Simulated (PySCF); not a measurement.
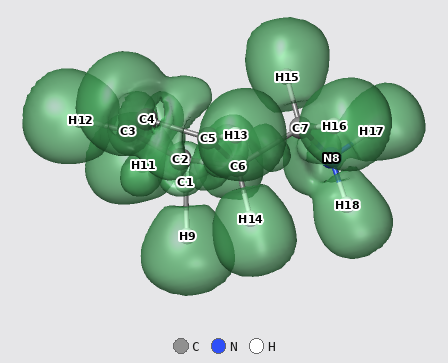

C₇H₁₀N (doublet). Isosurface of the electron localisation function at 0.75 (green), seen from one side. Only the valence region is drawn (cores and ρ < 0.01 e/Å³ removed).

Geometry: GFN2-xTB.

Level of theory: PySCF 2.14.0, density-fitted response routines, UKS B3LYP, pcH-1 on C H N, non-relativistic, mean-field spin-orbit, GIAO.

```xyz
18

C    -1.3906   -1.3753    0.2696
C    -1.0700    0.0257   -0.1024
C    -1.8148    0.8881   -0.8164
C    -1.0980    2.1329   -0.8902
C     0.0628    2.0998   -0.2606
C     0.2158    0.7021    0.3220
C     1.4811    0.0172   -0.2084
N     1.6762   -1.2765    0.4264
H    -1.5917   -1.4443    1.3395
H    -0.5368   -2.0149    0.0525
H    -2.2665   -1.7275   -0.2697
H    -2.7759    0.7046   -1.2595
H     0.8083    2.8621   -0.1508
H     0.2742    0.7592    1.4142
H     1.3685   -0.1503   -1.2832
H     2.3317    0.7035   -0.0575
H     2.4910   -1.7392    0.0392
H     1.8258   -1.1609    1.4237
```

Question: Describe the localisation domains.

Answer: The ELF exceeds this value in five regions between bonded C–C atoms (shared pairs), eight regions around hydrogen nuclei, one region on C in which the atom's valence shell and bonds are merged and one joined region spread over several atoms (H, N), in which their bonds and any lone pairs are merged.

Values along the shortest contacts:
C–C (1.32 Å): the ELF peaks at about 0.90 between the atoms (a short, multiple covalent bond). C–N (1.45 Å): the ELF peaks at about 0.95 between the atoms; a shared electron pair.
